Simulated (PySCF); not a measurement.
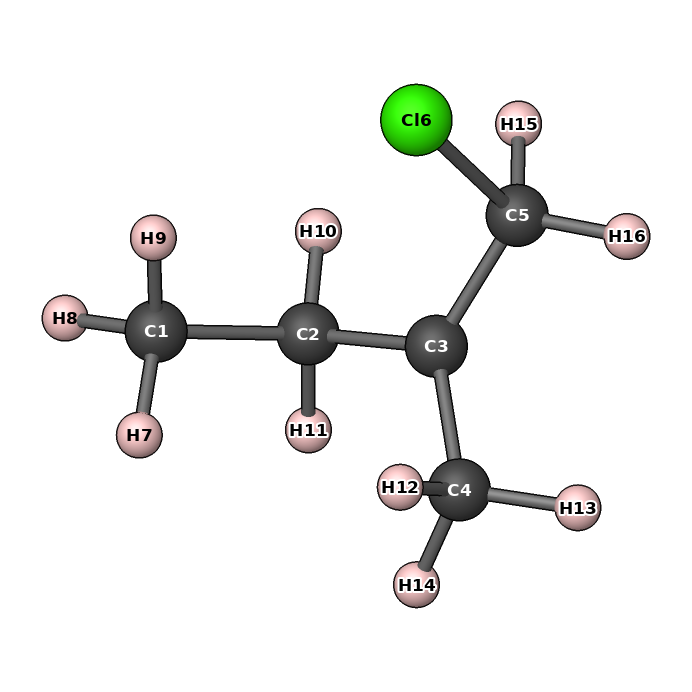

The questions are on Mulliken spin populations. State: neutral, doublet. Computed geometry: GFN2-xTB optimisation. No frequency run is at hand to confirm it as a minimum. Level of theory: UKS B3LYP, pcH-1 on C Cl H, non-relativistic (PySCF 2.14.0).

List the Mulliken spin populations.

| atom | value (e) |
| --- | --- |
| C1 | 0.04 |
| C2 | −0.06 |
| C3 | 0.83 |
| C4 | −0.07 |
| C5 | −0.05 |
| Cl6 | 0.19 |
| H7 | 0.00 |
| H8 | 0.01 |
| H9 | 0.00 |
| H10 | 0.00 |
| H11 | 0.02 |
| H12 | 0.05 |
| H13 | 0.02 |
| H14 | 0.01 |
| H15 | 0.01 |
| H16 | 0.01 |

Mulliken values depend strongly on the basis set.
